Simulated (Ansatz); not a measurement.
# WS2F2: molecular dynamics (part 2 of 2)

WS2F2; RKS PBE-d3bjatm/def2-SVP (Ansatz 0.2.0). The geometry comes from this level: PBE0-D4/def2-TZVP.

Geometry of the input (Å):
```
F  -0.5738  -0.3809  1.7552
W  0.0537  -0.0668  0.0524
F  1.6516  -0.9115  -0.3014
S  -1.3901  -0.7274  -1.3394
S  0.3087  2.0129  -0.2082
```

## Trajectory as extended XYZ, continued
```
5
Properties=species:S:1:pos:R:3:forces:R:3 step=16 time_fs=16.0 energy=-28912.10495 temperature=767.7
F    -0.4637   -0.2545    1.8544   -0.2854  -0.2057  -0.3968
W     0.0224   -0.0794    0.0517    0.1166  -0.4587  -0.8632
F     1.6377   -0.9725   -0.3545   -0.7558   0.3208   0.0994
S    -1.4952   -0.6633   -1.4504    1.0565   0.4808   1.3459
S     0.4282    2.0080   -0.1767   -0.1318  -0.1372  -0.1853
5
Properties=species:S:1:pos:R:3:forces:R:3 step=17 time_fs=17.0 energy=-28912.08588 temperature=798.3
F    -0.4579   -0.2477    1.8619   -0.2638  -0.2081  -0.5231
W     0.0211   -0.0799    0.0518    0.0189  -0.3648  -0.8405
F     1.6342   -0.9734   -0.3571   -0.7485   0.3051   0.0972
S    -1.5018   -0.6569   -1.4571    1.1476   0.5026   1.4452
S     0.4365    2.0087   -0.1764   -0.1541  -0.2347  -0.1788
5
Properties=species:S:1:pos:R:3:forces:R:3 step=18 time_fs=18.0 energy=-28912.06657 temperature=780.7
F    -0.4513   -0.2416    1.8692   -0.2473  -0.2120  -0.6412
W     0.0195   -0.0804    0.0517   -0.0944  -0.2696  -0.8047
F     1.6290   -0.9742   -0.3594   -0.7109   0.2743   0.0869
S    -1.5078   -0.6507   -1.4640    1.2263   0.5206   1.5344
S     0.4447    2.0087   -0.1759   -0.1737  -0.3133  -0.1754
5
Properties=species:S:1:pos:R:3:forces:R:3 step=19 time_fs=19.0 energy=-28912.04795 temperature=707.1
F    -0.4451   -0.2362    1.8754   -0.2372  -0.2174  -0.7367
W     0.0176   -0.0809    0.0514   -0.2089  -0.1842  -0.7748
F     1.6232   -0.9749   -0.3616   -0.6598   0.2364   0.0726
S    -1.5137   -0.6443   -1.4707    1.2952   0.5342   1.6133
S     0.4523    2.0081   -0.1750   -0.1893  -0.3690  -0.1744
5
Properties=species:S:1:pos:R:3:forces:R:3 step=20 time_fs=20.0 energy=-28912.03087 temperature=685.3
F    -0.4392   -0.2308    1.8804   -0.2327  -0.2258  -0.8085
W     0.0158   -0.0814    0.0510   -0.3235  -0.1176  -0.7492
F     1.6173   -0.9749   -0.3643   -0.5987   0.1913   0.0558
S    -1.5196   -0.6376   -1.4766    1.3540   0.5435   1.6797
S     0.4596    2.0065   -0.1738   -0.1991  -0.3914  -0.1779
5
Properties=species:S:1:pos:R:3:forces:R:3 step=21 time_fs=21.0 energy=-28912.01485 temperature=682.2
F    -0.4340   -0.2249    1.8851   -0.2271  -0.2359  -0.8797
W     0.0141   -0.0819    0.0502   -0.4467  -0.0539  -0.7080
F     1.6112   -0.9743   -0.3678   -0.5244   0.1379   0.0365
S    -1.5253   -0.6307   -1.4821    1.4037   0.5489   1.7354
S     0.4666    2.0044   -0.1725   -0.2056  -0.3970  -0.1841
5
Properties=species:S:1:pos:R:3:forces:R:3 step=22 time_fs=22.0 energy=-28912.00072 temperature=622.2
F    -0.4294   -0.2184    1.8887   -0.2251  -0.2495  -0.9337
W     0.0124   -0.0824    0.0493   -0.5577   0.0091  -0.6734
F     1.6047   -0.9743   -0.3725   -0.4493   0.0859   0.0189
S    -1.5305   -0.6236   -1.4870    1.4407   0.5499   1.7799
S     0.4729    2.0022   -0.1715   -0.2087  -0.3955  -0.1916
5
Properties=species:S:1:pos:R:3:forces:R:3 step=23 time_fs=23.0 energy=-28911.98721 temperature=532.7
F    -0.4257   -0.2116    1.8919   -0.2239  -0.2649  -0.9791
W     0.0107   -0.0829    0.0484   -0.6655   0.0618  -0.6430
F     1.5984   -0.9742   -0.3775   -0.3751   0.0351   0.0027
S    -1.5352   -0.6173   -1.4916    1.4730   0.5503   1.8200
S     0.4783    1.9996   -0.1705   -0.2085  -0.3824  -0.2007
5
Properties=species:S:1:pos:R:3:forces:R:3 step=24 time_fs=24.0 energy=-28911.97335 temperature=477.6
F    -0.4219   -0.2049    1.8952   -0.2248  -0.2803  -1.0190
W     0.0089   -0.0833    0.0479   -0.7683   0.0854  -0.6140
F     1.5926   -0.9734   -0.3820   -0.3055  -0.0133  -0.0125
S    -1.5393   -0.6118   -1.4961    1.5022   0.5520   1.8585
S     0.4828    1.9964   -0.1691   -0.2035  -0.3438  -0.2129
5
Properties=species:S:1:pos:R:3:forces:R:3 step=25 time_fs=25.0 energy=-28911.96273 temperature=403.4
F    -0.4177   -0.1988    1.8980   -0.2301  -0.2951  -1.0447
W     0.0070   -0.0834    0.0474   -0.8605   0.0903  -0.5789
F     1.5864   -0.9727   -0.3862   -0.2299  -0.0636  -0.0298
S    -1.5426   -0.6070   -1.4996    1.5144   0.5509   1.8809
S     0.4868    1.9928   -0.1681   -0.1938  -0.2826  -0.2275
5
Properties=species:S:1:pos:R:3:forces:R:3 step=26 time_fs=26.0 energy=-28911.95550 temperature=421.8
F    -0.4138   -0.1927    1.9002   -0.2375  -0.3095  -1.0597
W     0.0051   -0.0833    0.0467   -0.9359   0.0795  -0.5390
F     1.5801   -0.9725   -0.3904   -0.1574  -0.1111  -0.0459
S    -1.5451   -0.6022   -1.5020    1.5111   0.5462   1.8879
S     0.4909    1.9887   -0.1677   -0.1803  -0.2052  -0.2433
5
Properties=species:S:1:pos:R:3:forces:R:3 step=27 time_fs=27.0 energy=-28911.94984 temperature=437.6
F    -0.4097   -0.1860    1.9014   -0.2529  -0.3257  -1.0473
W     0.0032   -0.0830    0.0463   -0.9739   0.0419  -0.5305
F     1.5743   -0.9737   -0.3945   -0.1135  -0.1402  -0.0539
S    -1.5472   -0.5965   -1.5043    1.5013   0.5385   1.8916
S     0.4947    1.9845   -0.1674   -0.1611  -0.1146  -0.2599
5
Properties=species:S:1:pos:R:3:forces:R:3 step=28 time_fs=28.0 energy=-28911.94562 temperature=525.5
F    -0.4061   -0.1793    1.9015   -0.2748  -0.3430  -1.0054
W     0.0010   -0.0824    0.0460   -0.9957  -0.0181  -0.5534
F     1.5681   -0.9756   -0.3992   -0.0807  -0.1614  -0.0571
S    -1.5496   -0.5904   -1.5063    1.4881   0.5304   1.8936
S     0.4983    1.9799   -0.1671   -0.1370  -0.0079  -0.2777
5
Properties=species:S:1:pos:R:3:forces:R:3 step=29 time_fs=29.0 energy=-28911.94146 temperature=503.6
F    -0.4028   -0.1736    1.9002   -0.3014  -0.3587  -0.9330
W    -0.0014   -0.0816    0.0458   -1.0265  -0.0939  -0.6145
F     1.5611   -0.9774   -0.4048   -0.0424  -0.1854  -0.0597
S    -1.5526   -0.5845   -1.5084    1.4802   0.5258   1.9017
S     0.5021    1.9750   -0.1672   -0.1100   0.1121  -0.2945
5
Properties=species:S:1:pos:R:3:forces:R:3 step=30 time_fs=30.0 energy=-28911.93949 temperature=492.7
F    -0.4001   -0.1693    1.8980   -0.3316  -0.3726  -0.8328
W    -0.0037   -0.0807    0.0460   -1.0718  -0.1467  -0.6984
F     1.5529   -0.9793   -0.4108    0.0186  -0.2208  -0.0675
S    -1.5555   -0.5784   -1.5096    1.4684   0.5194   1.9059
S     0.5055    1.9707   -0.1675   -0.0836   0.2207  -0.3072
5
Properties=species:S:1:pos:R:3:forces:R:3 step=31 time_fs=31.0 energy=-28911.94098 temperature=577.0
F    -0.3984   -0.1651    1.8946   -0.3649  -0.3870  -0.7061
W    -0.0058   -0.0796    0.0463   -1.1341  -0.1769  -0.7846
F     1.5433   -0.9813   -0.4169    0.1125  -0.2744  -0.0840
S    -1.5579   -0.5719   -1.5095    1.4416   0.5086   1.8942
S     0.5091    1.9668   -0.1679   -0.0551   0.3297  -0.3194
5
Properties=species:S:1:pos:R:3:forces:R:3 step=32 time_fs=32.0 energy=-28911.94444 temperature=582.5
F    -0.3971   -0.1615    1.8903   -0.4029  -0.4007  -0.5483
W    -0.0077   -0.0783    0.0468   -1.2039  -0.2023  -0.8860
F     1.5328   -0.9830   -0.4234    0.2266  -0.3395  -0.1060
S    -1.5600   -0.5652   -1.5082    1.4033   0.4948   1.8711
S     0.5127    1.9630   -0.1685   -0.0231   0.4477  -0.3308
5
Properties=species:S:1:pos:R:3:forces:R:3 step=33 time_fs=33.0 energy=-28911.94928 temperature=620.8
F    -0.3965   -0.1582    1.8855   -0.4427  -0.4151  -0.3757
W    -0.0098   -0.0771    0.0473   -1.2559  -0.2091  -0.9911
F     1.5221   -0.9848   -0.4305    0.3404  -0.4055  -0.1278
S    -1.5618   -0.5585   -1.5056    1.3520   0.4774   1.8350
S     0.5158    1.9596   -0.1691    0.0062   0.5523  -0.3404
5
Properties=species:S:1:pos:R:3:forces:R:3 step=34 time_fs=34.0 energy=-28911.95499 temperature=608.3
F    -0.3970   -0.1549    1.8807   -0.4811  -0.4287  -0.2055
W    -0.0121   -0.0761    0.0479   -1.2712  -0.2092  -1.0945
F     1.5118   -0.9873   -0.4381    0.4301  -0.4582  -0.1425
S    -1.5632   -0.5517   -1.5026    1.2913   0.4582   1.7903
S     0.5193    1.9565   -0.1698    0.0310   0.6379  -0.3478
5
Properties=species:S:1:pos:R:3:forces:R:3 step=35 time_fs=35.0 energy=-28911.95961 temperature=668.9
F    -0.3982   -0.1522    1.8756   -0.5223  -0.4411  -0.0180
W    -0.0143   -0.0750    0.0487   -1.2823  -0.2074  -1.2148
F     1.5013   -0.9895   -0.4460    0.5243  -0.5151  -0.1573
S    -1.5635   -0.5446   -1.5000    1.2239   0.4378   1.7428
S     0.5234    1.9533   -0.1709    0.0564   0.7258  -0.3526
5
Properties=species:S:1:pos:R:3:forces:R:3 step=36 time_fs=36.0 energy=-28911.96088 temperature=676.2
F    -0.3995   -0.1491    1.8699   -0.5688  -0.4560   0.1947
W    -0.0162   -0.0740    0.0495   -1.3087  -0.2211  -1.3424
F     1.4904   -0.9911   -0.4544    0.6411  -0.5867  -0.1784
S    -1.5628   -0.5379   -1.4975    1.1461   0.4173   1.6883
S     0.5277    1.9491   -0.1715    0.0903   0.8464  -0.3622
5
Properties=species:S:1:pos:R:3:forces:R:3 step=37 time_fs=37.0 energy=-28911.96023 temperature=664.6
F    -0.4012   -0.1462    1.8642   -0.6160  -0.4714   0.4080
W    -0.0180   -0.0730    0.0503   -1.3135  -0.2601  -1.4642
F     1.4801   -0.9930   -0.4632    0.7398  -0.6482  -0.1947
S    -1.5617   -0.5312   -1.4946    1.0614   0.3972   1.6264
S     0.5323    1.9444   -0.1712    0.1283   0.9825  -0.3755
5
Properties=species:S:1:pos:R:3:forces:R:3 step=38 time_fs=38.0 energy=-28911.96055 temperature=658.9
F    -0.4035   -0.1439    1.8591   -0.6579  -0.4840   0.5993
W    -0.0200   -0.0722    0.0509   -1.2837  -0.3077  -1.5641
F     1.4704   -0.9954   -0.4724    0.8091  -0.6922  -0.2028
S    -1.5607   -0.5244   -1.4911    0.9679   0.3748   1.5544
S     0.5365    1.9399   -0.1710    0.1646   1.1090  -0.3868
5
Properties=species:S:1:pos:R:3:forces:R:3 step=39 time_fs=39.0 energy=-28911.96226 temperature=701.0
F    -0.4066   -0.1419    1.8548   -0.6947  -0.4934   0.7681
W    -0.0221   -0.0711    0.0515   -1.2256  -0.3705  -1.6337
F     1.4607   -0.9986   -0.4816    0.8587  -0.7223  -0.2041
S    -1.5593   -0.5181   -1.4867    0.8604   0.3521   1.4681
S     0.5406    1.9357   -0.1710    0.2012   1.2341  -0.3985
5
Properties=species:S:1:pos:R:3:forces:R:3 step=40 time_fs=40.0 energy=-28911.96368 temperature=781.9
F    -0.4098   -0.1398    1.8502   -0.7355  -0.5022   0.9506
W    -0.0245   -0.0696    0.0522   -1.1258  -0.4494  -1.7161
F     1.4508   -1.0031   -0.4909    0.8829  -0.7341  -0.1953
S    -1.5576   -0.5124   -1.4815    0.7416   0.3318   1.3720
S     0.5452    1.9319   -0.1708    0.2367   1.3538  -0.4113
5
Properties=species:S:1:pos:R:3:forces:R:3 step=41 time_fs=41.0 energy=-28911.96437 temperature=764.9
F    -0.4135   -0.1377    1.8452   -0.7798  -0.5103   1.1443
W    -0.0269   -0.0681    0.0530   -0.9933  -0.5361  -1.8146
F     1.4407   -1.0090   -0.4999    0.8849  -0.7289  -0.1773
S    -1.5557   -0.5069   -1.4761    0.6163   0.3122   1.2710
S     0.5497    1.9285   -0.1707    0.2719   1.4631  -0.4234
5
Properties=species:S:1:pos:R:3:forces:R:3 step=42 time_fs=42.0 energy=-28911.96472 temperature=769.9
F    -0.4189   -0.1361    1.8404   -0.8213  -0.5162   1.3251
W    -0.0293   -0.0664    0.0537   -0.8520  -0.6265  -1.9046
F     1.4310   -1.0155   -0.5083    0.8758  -0.7151  -0.1550
S    -1.5536   -0.5010   -1.4711    0.4900   0.2917   1.1679
S     0.5540    1.9255   -0.1705    0.3075   1.5660  -0.4334
5
Properties=species:S:1:pos:R:3:forces:R:3 step=43 time_fs=43.0 energy=-28911.96802 temperature=768.1
F    -0.4254   -0.1352    1.8363   -0.8518  -0.5190   1.4597
W    -0.0315   -0.0646    0.0542   -0.7016  -0.6912  -1.9435
F     1.4216   -1.0216   -0.5168    0.8621  -0.6967  -0.1314
S    -1.5513   -0.4943   -1.4658    0.3554   0.2680   1.0538
S     0.5577    1.9238   -0.1701    0.3359   1.6389  -0.4386
5
Properties=species:S:1:pos:R:3:forces:R:3 step=44 time_fs=44.0 energy=-28911.97601 temperature=833.6
F    -0.4329   -0.1344    1.8336   -0.8635  -0.5178   1.5153
W    -0.0334   -0.0626    0.0542   -0.5409  -0.7372  -1.8909
F     1.4127   -1.0277   -0.5260    0.8389  -0.6713  -0.1057
S    -1.5488   -0.4871   -1.4598    0.2086   0.2416   0.9226
S     0.5616    1.9231   -0.1696    0.3568   1.6846  -0.4413
5
Properties=species:S:1:pos:R:3:forces:R:3 step=45 time_fs=45.0 energy=-28911.98624 temperature=872.1
F    -0.4417   -0.1328    1.8323   -0.8580  -0.5125   1.5018
W    -0.0351   -0.0606    0.0539   -0.3751  -0.7956  -1.7611
F     1.4047   -1.0335   -0.5352    0.8007  -0.6375  -0.0751
S    -1.5464   -0.4791   -1.4532    0.0542   0.2130   0.7791
S     0.5659    1.9222   -0.1691    0.3781   1.7327  -0.4448
5
Properties=species:S:1:pos:R:3:forces:R:3 step=46 time_fs=46.0 energy=-28911.99788 temperature=795.6
F    -0.4513   -0.1312    1.8323   -0.8400  -0.5040   1.4393
W    -0.0366   -0.0587    0.0538   -0.2036  -0.8391  -1.5676
F     1.3973   -1.0391   -0.5438    0.7628  -0.6034  -0.0450
S    -1.5434   -0.4713   -1.4460   -0.1145   0.1806   0.6197
S     0.5701    1.9217   -0.1689    0.3953   1.7659  -0.4464
5
Properties=species:S:1:pos:R:3:forces:R:3 step=47 time_fs=47.0 energy=-28912.00854 temperature=732.7
F    -0.4600   -0.1298    1.8327   -0.8192  -0.4957   1.3663
W    -0.0378   -0.0568    0.0538   -0.0265  -0.8346  -1.3487
F     1.3901   -1.0440   -0.5514    0.7401  -0.5792  -0.0217
S    -1.5397   -0.4640   -1.4386   -0.2953   0.1457   0.4486
S     0.5743    1.9224   -0.1686    0.4009   1.7638  -0.4445
5
Properties=species:S:1:pos:R:3:forces:R:3 step=48 time_fs=48.0 energy=-28912.01881 temperature=768.0
F    -0.4688   -0.1281    1.8342   -0.7905  -0.4871   1.2633
W    -0.0389   -0.0550    0.0539    0.1625  -0.8023  -1.1004
F     1.3836   -1.0483   -0.5592    0.7121  -0.5515   0.0038
S    -1.5357   -0.4564   -1.4312   -0.4821   0.1084   0.2724
S     0.5780    1.9240   -0.1679    0.3979   1.7325  -0.4390
5
Properties=species:S:1:pos:R:3:forces:R:3 step=49 time_fs=49.0 energy=-28912.02979 temperature=728.9
F    -0.4780   -0.1274    1.8375   -0.7457  -0.4753   1.1036
W    -0.0401   -0.0534    0.0543    0.3590  -0.7714  -0.8060
F     1.3778   -1.0527   -0.5672    0.6637  -0.5088   0.0365
S    -1.5322   -0.4488   -1.4237   -0.6658   0.0722   0.0969
S     0.5812    1.9260   -0.1664    0.3888   1.6833  -0.4310
5
Properties=species:S:1:pos:R:3:forces:R:3 step=50 time_fs=50.0 energy=-28912.04032 temperature=704.7
F    -0.4877   -0.1280    1.8419   -0.6894  -0.4594   0.9081
W    -0.0412   -0.0522    0.0548    0.5637  -0.7500  -0.4897
F     1.3732   -1.0571   -0.5747    0.5941  -0.4522   0.0767
S    -1.5291   -0.4416   -1.4164   -0.8428   0.0380  -0.0749
S     0.5846    1.9279   -0.1648    0.3745   1.6237  -0.4202
```

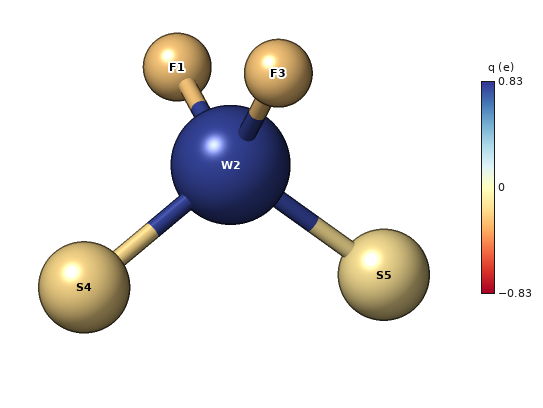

Fig. 1: Mulliken charges, as the colour of each atom (ball-and-stick view, seen at a tilt; atoms are numbered from 1 in the order of the input). By element: F −0.24 to −0.23, W +0.79 and S −0.18 to −0.14 e.

## Summary

| quantity | value |
| --- | --- |
| outcome | finished |
| mean temperature over the second half | 656 K |
| trajectory | 50 steps, 50 fs |
| ensemble | nvt_langevin |
| temperature in the input | 700 K |
| time step | 1 fs |
| potential energy (last step) | −28912.0404 eV |
| mean-field energy (last step) | −28911.8781 eV |
| dispersion energy (last step) | −0.1622 eV |
| SCF solution under orbital rotations (last step) | stable |
| largest force (length of the vector) (last step) | 1.718 eV/Å |
| dipole moment (last step) | 0.97 D |
| wall time | 53 s (CPU time 3.3 min) |
| peak memory | 0.15 GiB |

## Notes

So short a trajectory is not equilibrated. The logged temperature at the start can lie below the typed one, since it is counted over all degrees of freedom.
